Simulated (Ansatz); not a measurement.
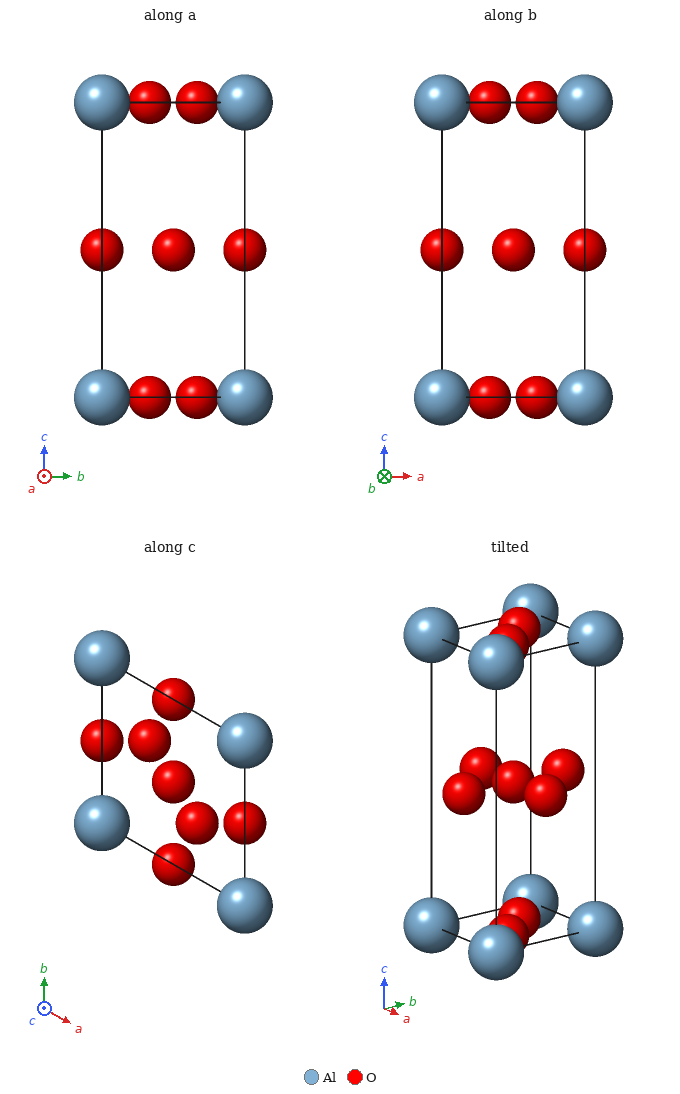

A spheres-only picture of a crystal structure, seen along the a axis, along the b axis, along the c axis and slightly off an axis. One conventional unit cell is framed, with atoms on its boundary repeated.

Lattice parameters: a = 3.566 Å, b = 3.566 Å, c = 6.377 Å, α = 90.00°, β = 90.00°, γ = 120.00°.

**Write down what is shown as a table of Wyckoff sites.**

Space group P6/mmm (No. 191).
```json
{"atom": "Al", "site": "1a", "x": "0.0000", "y": "0.0000", "z": "0.0000"}
{"atom": "O", "site": "2c", "x": "0.3333", "y": "0.6667", "z": "0.0000"}
{"atom": "O", "site": "3g", "x": "0.5000", "y": "0.0000", "z": "0.5000"}
```

The initial geometry was a structure type filled with these elements by a generator (whether the compound takes this form wasn't checked). Earlier steps of the study may have refined or changed the cell and positions. It went into a calculation with Ansatz.
